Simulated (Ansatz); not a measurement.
# FH₄N₃W: one species, many methods, part 2 of 2

Ansatz 0.2.0, Gaussian basis; functionals in def2-TZVPP, the program's frozen cores in correlated methods. The steps go on from the part before.

**15. LC-ωPBE (range-separated)**

File in.yaml:

```yaml
crystal:
  periodic: [false, false, false]
  atoms:
    - {symbol: N, position_ang: [-0.797533, 1.559135, 0.193849]}
    - {symbol: W, position_ang: [0.117695, 0.217667, -0.455410]}
    - {symbol: N, position_ang: [1.749930, 0.122497, 0.165498]}
    - {symbol: N, position_ang: [-0.787550, -1.399181, 0.127573]}
    - {symbol: F, position_ang: [0.177568, 0.360912, -2.331435]}
    - {symbol: H, position_ang: [-0.965936, 2.384152, 0.746696]}
    - {symbol: H, position_ang: [2.552112, 0.400367, 0.707672]}
    - {symbol: H, position_ang: [-0.297525, -2.231979, 0.414680]}
    - {symbol: H, position_ang: [-1.748751, -1.413581, 0.430877]}
basis:
  gaussian: {orbitals: def2-TZVPP}
hamiltonian: {xc: {name: LC-wPBE}}
output: {orbitals: {seedname: orbitals}}
```

Run with:

```sh
$ ansatz run in.yaml --threads 4 --pin off --events-out ev --progress --plain --max-ram 10444MiB
```

The program printed (excerpt; [...] marks lines left out):

```text
Functional definition: LC-wPBE
  name "LC-wPBE"
  cite "Vydrov & Scuseria, J. Chem. Phys. 125, 234109 (2006) doi:10.1063/1.2409292"
  cite "Heyd & Scuseria, J. Chem. Phys. 120, 7274 (2004) doi:10.1063/1.1668634"
  cite "Ernzerhof & Perdew, J. Chem. Phys. 109, 3313 (1998) doi:10.1063/1.476928"
  cite "Perdew, Burke & Ernzerhof, Phys. Rev. Lett. 77, 3865 (1996) doi:10.1103/PhysRevLett.77.3865"
  parent pbe
[...]
1192 factors; their error is unknown
361 factors; integrals over basis functions are off by at most 2.2e-5 eV
[...]
mean field -9080.90828487 eV, -333.7172242083 hartree, gradient 5.9e-5 eV, S^2 0.000000; 0 other end points of the search recorded, 0 dependent functions left out
reference -9080.90828488 eV, -333.7172242085 hartree; 24, 24 occupied and 212, 212 virtual orbitals, 1192 factors
Total energy: -9080.90828488 eV, -333.7172242085 hartree
```

Wall time 2.1 s (4 threads of Arm Neoverse V2, shared host).

HOMO -10.41 eV, LUMO 1.54 eV.

**16. ωB97X-V (range-separated)**

in.yaml: that of step 15 with these lines changed.

```diff
@@ -14,3 +14,3 @@
   gaussian: {orbitals: def2-TZVPP}
-hamiltonian: {xc: {name: LC-wPBE}}
+hamiltonian: {xc: {name: wB97X-V}}
 output: {orbitals: {seedname: orbitals}}
```

The command is unchanged.

The program printed (excerpt; [...] marks lines left out):

```text
Functional definition: wB97X-V
  name "wB97X-V"
  cite "Mardirossian & Head-Gordon, Phys. Chem. Chem. Phys. 16, 9904 (2014) doi:10.1039/C3CP54374A"
  cite "Becke, J. Chem. Phys. 107, 8554 (1997) doi:10.1063/1.475007"
  cite "Vydrov & Van Voorhis, J. Chem. Phys. 133, 244103 (2010) doi:10.1063/1.3521275"
[...]
      + integral(e_c_pw_opposite_spin*poly(b97_u_opposite, cos0, cos1)) + vv10(b, c)
1209 factors; their error is unknown
275 factors; integrals over basis functions are off by at most 6.5e-6 eV
[...]
mean field -9081.46642217 eV, -333.7377353759 hartree, gradient 4.5e-5 eV, S^2 0.000000; 0 other end points of the search recorded, 0 dependent functions left out
reference -9081.46642024 eV, -333.7377353049 hartree; 24, 24 occupied and 212, 212 virtual orbitals, 1209 factors
Total energy: -9081.46642024 eV, -333.7377353049 hartree
```

Run time: 7 s. Hardware: 4 threads of Arm Neoverse V2, shared host; peak memory 0.66 GiB.

HOMO -10.03 eV, LUMO 1.46 eV.

**17. ωB97M-V (range-separated)**

in.yaml: that of step 16 with these lines changed.

```diff
@@ -14,3 +14,3 @@
   gaussian: {orbitals: def2-TZVPP}
-hamiltonian: {xc: {name: wB97X-V}}
-output: {orbitals: {seedname: orbitals}}
+hamiltonian: {xc: {name: wB97M-V}}
+output: {forces: true, orbitals: {seedname: orbitals}}
```

Same command.

The program printed (excerpt; [...] marks lines left out):

```text
Functional definition: wB97M-V
  name "wB97M-V"
  cite "Mardirossian & Head-Gordon, J. Chem. Phys. 144, 214110 (2016) doi:10.1063/1.4952647"
  cite "Becke, J. Chem. Phys. 107, 8554 (1997) doi:10.1063/1.475007"
  cite "Vydrov & Van Voorhis, J. Chem. Phys. 133, 244103 (2010) doi:10.1063/1.3521275"
  # Of w^i u^j: cxij and so on, Table III.
[...]
  gx(w, u) = 1 - cx + cx01*u + cx10*w
  gss(w, u) = css00 + css04*u^4 + css10*w + css20*w^2 + css43*w^4*u^3
  gos(w, u) = cos00 + cos10*w + (cos20 + cos21*u)*w^2 + (cos60 + cos61*u)*w^6
[...]
      + integral(e_c_pw_mod_opposite_spin*gos(b97_w_opposite, b97_u_opposite)) + vv10(b, c)
1197 factors; their error is unknown
275 factors; integrals over basis functions are off by at most 6.5e-6 eV
[...]
Total energy: -9080.07644353 eV, -333.6866546030 hartree
Atom 0 at    -0.797533     1.559135     0.193849 Å, force     0.084632    -0.104356    -0.078609 eV/Å
Atom 1 at     0.117695     0.217667    -0.455410 Å, force     0.120195     0.208157     0.219769 eV/Å
Atom 2 at     1.749930     0.122497     0.165498 Å, force    -0.134515     0.019716    -0.076313 eV/Å
Atom 3 at    -0.787550    -1.399181     0.127573 Å, force    -0.030091    -0.053039     0.010150 eV/Å
Atom 4 at     0.177568     0.360912    -2.331435 Å, force    -0.009419    -0.016447    -0.020209 eV/Å
Atom 5 at    -0.965936     2.384152     0.746696 Å, force     0.012219    -0.038500    -0.017674 eV/Å
Atom 6 at     2.552112     0.400367     0.707672 Å, force    -0.039454    -0.009540    -0.017152 eV/Å
Atom 7 at    -0.297525    -2.231979     0.414680 Å, force    -0.034052     0.015291    -0.009578 eV/Å
Atom 8 at    -1.748751    -1.413581     0.430877 Å, force     0.030485    -0.021282    -0.010385 eV/Å
Dipole moment:    -0.091635    -0.173508     0.571250 e Å
```

It took 10 s on 4 threads of Arm Neoverse V2, shared host; peak memory 0.79 GiB.

HOMO -9.95 eV, LUMO 1.34 eV.

**18. B2PLYP (double hybrid)**

in.yaml: that of step 17 with these lines changed.

```diff
@@ -14,3 +14,2 @@
   gaussian: {orbitals: def2-TZVPP}
-hamiltonian: {xc: {name: wB97M-V}}
-output: {forces: true, orbitals: {seedname: orbitals}}
+hamiltonian: {xc: {name: B2PLYP}}
```

Same command.

The program printed (excerpt; [...] marks lines left out):

```text
Functional definition: B2PLYP
  name "B2PLYP"
  cite "Grimme, J. Chem. Phys. 124, 034108 (2006) doi:10.1063/1.2148954"
  cite "Becke, Phys. Rev. A 38, 3098 (1988) doi:10.1103/PhysRevA.38.3098"
  cite "Lee, Yang & Parr, Phys. Rev. B 37, 785 (1988) doi:10.1103/PhysRevB.37.785"
[...]
1481 factors; integrals over basis functions are off by at most 1.1e-3 eV
[...]
mean field -9064.65994140 eV, -333.1201085991 hartree, gradient 2.3e-6 eV, S^2 0.000000; 0 other end points of the search recorded, 0 dependent functions left out
4 core orbitals not correlated: weight in the atoms' cores, before any rotation towards them, 1.000 or more for the frozen orbitals, at most 0.000 for the correlated occupied ones
reference -9064.66010437 eV, -333.1201145883 hartree; 20, 20 occupied and 212, 212 virtual orbitals, 1481 factors
second order -46.87895713 eV of doubles, -0.00000000 eV of singles
Total energy: -9077.31742280 eV, -333.5852624610 hartree
```

Run time: 4.5 s. Hardware: 4 threads of Arm Neoverse V2, shared host; peak memory 0.59 GiB.

**19. PBE-QIDH (double hybrid)**

in.yaml: that of step 18 with these lines changed.

```diff
@@ -14,2 +14,2 @@
   gaussian: {orbitals: def2-TZVPP}
-hamiltonian: {xc: {name: B2PLYP}}
+hamiltonian: {xc: {name: PBE-QIDH}}
```

Same command.

The program printed (excerpt; [...] marks lines left out):

```text
Functional definition: PBE-QIDH
  name "PBE-QIDH"
  cite "Brémond, Sancho-García, Pérez-Jiménez & Adamo, J. Chem. Phys. 141, 031101 (2014) doi:10.1063/1.4890314"
  cite "Perdew, Burke & Ernzerhof, Phys. Rev. Lett. 77, 3865 (1996) doi:10.1103/PhysRevLett.77.3865"
[...]
1481 factors; integrals over basis functions are off by at most 1.1e-3 eV
[...]
mean field -9058.89732320 eV, -332.9083362865 hartree, gradient 6.2e-6 eV, S^2 0.000000; 0 other end points of the search recorded, 0 dependent functions left out
4 core orbitals not correlated: weight in the atoms' cores, before any rotation towards them, 1.000 or more for the frozen orbitals, at most 0.000 for the correlated occupied ones
reference -9058.89733521 eV, -332.9083367280 hartree; 20, 20 occupied and 212, 212 virtual orbitals, 1481 factors
second order -43.26274712 eV of doubles, -0.00000000 eV of singles
Total energy: -9073.31825092 eV, -333.4382956054 hartree
```

Run time: 4.5 s. Hardware: 4 threads of Arm Neoverse V2, shared host; peak memory 0.59 GiB.

**20. Frontier levels by functional**

Dipoles come from the runs that computed forces. Levels, from each run's orbital file:

```csv
functional,HOMO (eV),LUMO (eV),gap (eV),dipole (D),time
LDA (SPW92),-6.59,-1.75,4.84,,1.1 s
PBE-D4,-6.37,-1.51,4.86,2.82,2.2 s
revPBE-D4,-6.29,-1.42,4.87,,1.8 s
BLYP-D4,-6.24,-1.42,4.82,,1.9 s
r2SCAN-D4,-6.65,-1.41,5.24,2.87,3.9 s
B97M-V,-6.67,-1.34,5.33,,7.5 s
PBE0-D4,-7.69,-0.70,6.98,,2.3 s
B3LYP-D4,-7.46,-0.95,6.51,2.93,3.4 s
r2SCANh-D4,-7.14,-1.10,6.04,,3.6 s
r2SCAN0-D4,-7.89,-0.64,7.25,,3.7 s
HSE06-D4,-7.28,-1.08,6.20,,2.4 s
BHLYP-D4,-8.89,0.23,9.11,,2.4 s
CAM-B3LYP-D4,-9.06,0.36,9.42,,2.6 s
LC-ωPBE,-10.41,1.54,11.95,,2.1 s
ωB97X-V,-10.03,1.46,11.49,,7 s
ωB97M-V,-9.95,1.34,11.28,2.90,10 s
```

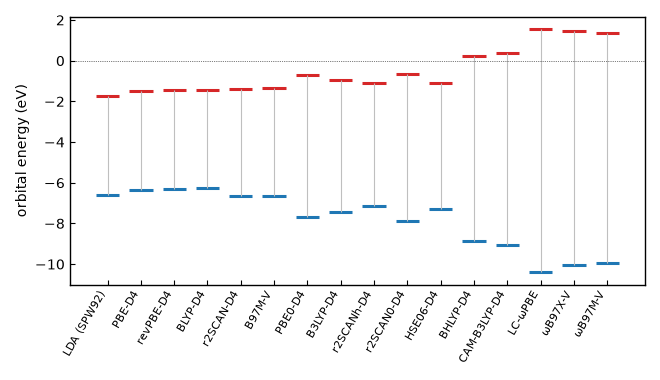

Highest occupied (blue) and lowest empty (red) level by functional.

**21. CCSD(T) in def2-SVP**

in.yaml: that of step 19 with these lines changed.

```diff
@@ -13,3 +13,3 @@
 basis:
-  gaussian: {orbitals: def2-TZVPP}
-hamiltonian: {xc: {name: PBE-QIDH}}
+  gaussian: {orbitals: def2-SVP}
+correlation: {method: ccsd_t}
```

Launched as before.

The program printed (excerpt; [...] marks lines left out):

```text
Functional definition: HF
  name "HF"
  cite "Fock, Z. Phys. 61, 126 (1930) doi:10.1007/BF01340294"
  parent pbe
[...]
1081 factors; integrals over basis functions are off by at most 1.1e-3 eV
[...]
mean field -9016.82703215 eV, -331.3622816067 hartree, gradient 2.6e-6 eV, S^2 0.000000; 0 other end points of the search recorded, 0 dependent functions left out
4 core orbitals not correlated: weight in the atoms' cores, before any rotation towards them, 1.000 or more for the frozen orbitals, at most 0.000 for the correlated occupied ones
reference -9016.82703215 eV, -331.3622816067 hartree; 20, 20 occupied and 84, 84 virtual orbitals, 1081 factors
second order -29.52762028 eV of doubles, -0.00000000 eV of singles
cycle   1  -27.06277432 eV  change     2.5e0 eV  update   2.4e-1
[...]
cycle  10  -28.63112444 eV  change   -3.4e-5 eV  update   3.7e-5
perturbative correction -1.29883239 eV, -0.0477312101 hartree
Total energy: -9046.75698898 eV, -332.4621872331 hartree
```

Run time: 8.5 s. Hardware: 4 threads of Arm Neoverse V2, shared host; peak memory 0.66 GiB.

**22. CCSD(T) in def2-TZVPP**

in.yaml: that of step 21 with these lines changed.

```diff
@@ -13,3 +13,4 @@
 basis:
-  gaussian: {orbitals: def2-SVP}
+  gaussian: {orbitals: def2-TZVPP}
 correlation: {method: ccsd_t}
+output: {orbitals: {seedname: orbitals}}
```

Same command.

The program printed (excerpt; [...] marks lines left out):

```text
Functional definition: HF
  name "HF"
  cite "Fock, Z. Phys. 61, 126 (1930) doi:10.1007/BF01340294"
  parent pbe
[...]
1481 factors; integrals over basis functions are off by at most 1.1e-3 eV
[...]
mean field -9026.75376098 eV, -331.7270821627 hartree, gradient 9.8e-6 eV, S^2 0.000000; 0 other end points of the search recorded, 0 dependent functions left out
4 core orbitals not correlated: weight in the atoms' cores, before any rotation towards them, 1.000 or more for the frozen orbitals, at most 0.000 for the correlated occupied ones
reference -9026.75376098 eV, -331.7270821627 hartree; 20, 20 occupied and 212, 212 virtual orbitals, 1481 factors
second order -38.13686614 eV of doubles, -0.00000000 eV of singles
cycle   1  -35.03077533 eV  change     3.1e0 eV  update   2.5e-1
[...]
cycle  12  -36.84833891 eV  change    3.2e-5 eV  update   1.4e-5
perturbative correction -1.98271527 eV, -0.0728634421 hartree
Total energy: -9065.58481516 eV, -333.1540970829 hartree
```

Wall time 3.2 min (4 threads of Arm Neoverse V2, shared host); peak memory 5.3 GiB.

**23. MP2 in def2-QZVPP**

in.yaml: that of step 22 with these lines changed.

```diff
@@ -13,4 +13,3 @@
 basis:
-  gaussian: {orbitals: def2-TZVPP}
-correlation: {method: ccsd_t}
-output: {orbitals: {seedname: orbitals}}
+  gaussian: {orbitals: "def2-QZVPP.json"}
+correlation: {method: mp2}
```

Launched as before.

The program printed:

```text
Functional definition: HF
  name "HF"
  cite "Fock, Z. Phys. 61, 126 (1930) doi:10.1007/BF01340294"
  parent pbe
  exchange = exact_x
  correlation = 0
2627 factors; integrals over basis functions are off by at most 1.3e-3 eV
mean field evaluation 1: about -9016.4331 eV, gradient 7.7e1 eV
mean field evaluation 2: about -9016.6020 eV, gradient 7.7e1 eV
mean field evaluation 4: about -9026.7967 eV, gradient 1.2e1 eV
mean field evaluation 8: about -9027.1200 eV, gradient 9.4e-1 eV
mean field evaluation 16: about -9027.1229 eV, gradient 2.1e-6 eV
mean field -9027.12287833 eV, -331.7406469750 hartree, gradient 2.1e-6 eV, S^2 0.000000; 0 other end points of the search recorded, 0 dependent functions left out
4 core orbitals not correlated: weight in the atoms' cores, before any rotation towards them, 1.000 or more for the frozen orbitals, at most 0.000 for the correlated occupied ones
reference -9027.12287833 eV, -331.7406469750 hartree; 20, 20 occupied and 405, 405 virtual orbitals, 2627 factors
second order -41.60484000 eV of doubles, -0.00000000 eV of singles
Total energy: -9068.72771833 eV, -333.2695966440 hartree
```

It took 13 s on 4 threads of Arm Neoverse V2, shared host; peak memory 2.1 GiB.

The pieces so far (eV):

```csv
basis,HF,MP2 correlation,CCSD correlation,(T),total
def2-SVP,-9016.8270,-29.5276,-28.6311,-1.2988,-9046.7570
def2-TZVPP,-9026.7538,-38.1369,-36.8483,-1.9827,-9065.5848
def2-QZVPP,-9027.1229,-41.6048,,,-9068.7277 (MP2)
```

The report of the def2-TZVPP run gives T1 = 0.0199.

**24. From triple and quadruple zeta to the limit**

This step is arithmetic on the last runs, with X = 3 and 4: exp(−7.88√X) for Hartree-Fock, X^−2.97 for correlation; only MP2 was run in the larger set, so CCSD(T) minus MP2 is added from the smaller one.

```csv
level,energy at the limit (eV)
HF,-9027.1737
MP2,-9071.3474
CCSD,-9070.0589
CCSD(T),-9072.0416
```

**25. RPA on PBE orbitals**

in.yaml: that of step 23 with these lines changed.

```diff
@@ -13,3 +13,4 @@
 basis:
-  gaussian: {orbitals: "def2-QZVPP.json"}
-correlation: {method: mp2}
+  gaussian: {orbitals: def2-TZVPP}
+hamiltonian: {xc: pbe}
+correlation: {method: rpa}
```

The command is unchanged.

The program printed (excerpt; [...] marks lines left out):

```text
Functional definition: PBE
  name "PBE"
  cite "Perdew, Burke & Ernzerhof, Phys. Rev. Lett. 77, 3865 (1996) doi:10.1103/PhysRevLett.77.3865"
  parent pbe
[...]
1481 factors; integrals over basis functions are off by at most 1.1e-3 eV
[...]
mean field -9078.82041129 eV, -333.6404962696 hartree, gradient 3.0e-6 eV, S^2 0.000000; 0 other end points of the search recorded, 0 dependent functions left out
4 core orbitals not correlated: weight in the atoms' cores, before any rotation towards them, 1.000 or more for the frozen orbitals, at most 0.000 for the correlated occupied ones
reference -9024.54563743 eV, -331.6459351190 hartree; 20, 20 occupied and 212, 212 virtual orbitals, 1481 factors
Total energy: -9079.69210364 eV, -333.6725303724 hartree
```

Run time: 4.9 s. Hardware: 4 threads of Arm Neoverse V2, shared host; peak memory 0.6 GiB.

RPA correlation: -55.146 eV.

**26. Results**

This closing draws on all 2 parts.

```
                               quantity                                  value
 CCSD(T) correlation energy, def2-TZVPP                             -38.831 eV
              gap, smallest and largest  4.82 eV (BLYP-D4), 11.95 eV (LC-ωPBE)
                          T1 diagnostic                                 0.0199
triples share of the correlation energy                                  5.1 %
```

**Reading.** In def2-TZVPP MP2 gives 98 % of the CCSD(T) correlation energy. The gap grows from 4.8 to 11.9 eV across the functionals, mostly with the share of exact exchange. Correlated methods include outer-core shells of W, which these sets cover unevenly.

CCSD(T) took 8.5 s with 108 functions and 3.2 min with 236, while the functionals took 1.1 s to 10 s.
